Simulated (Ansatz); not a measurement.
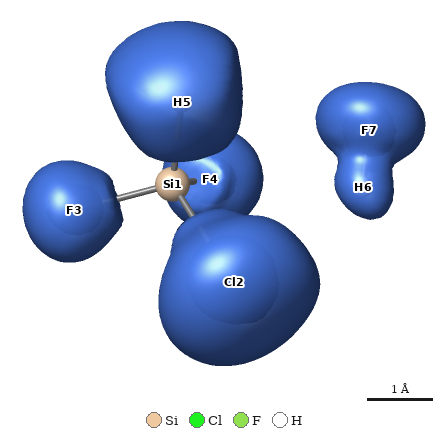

Figure. ClF2HSi···HF. Isosurface of the electron localisation function at 0.75 (blue), seen at a tilt. Only the valence region is drawn (cores and ρ < 0.01 e/Å³ removed).

The reactant side of a reaction path; geometry: PBE0-D4/def2-TZVP.

Theory: Ansatz 0.2.0, RKS PBE0-D4/def2-TZVPP.

```xyz
7

Si   -0.4549   -0.4780   -0.6237
Cl    1.5759   -0.3005   -0.6194
F    -0.8356   -1.4716   -1.7869
F    -1.0723    0.9266   -0.9711
H    -0.9546   -0.9817    0.6534
H     1.2401    1.0749    1.4069
F     0.5014    1.2303    1.9409
```

Question: Identify the bonds, lone pairs and shells in this picture.

Answer: The surface consists of one region around a hydrogen nucleus, one region on Cl in which the atom's valence shell and bonds are merged, two regions wrapped around F (its lone pairs, merged into a ring or cap) and one joined region spread over several atoms (F, H), in which their bonds and any lone pairs are merged. Profiles from the grid: Cl2···H6 (2.47 Å): the ELF dips to about 0.05 between them (a closed-shell contact with the geometry of a hydrogen bond). Si–F (1.57 Å): the ELF peaks at about 0.85 in the valence shell of F, 0.6 Å from its nucleus, and is about 0.50 at the midpoint.
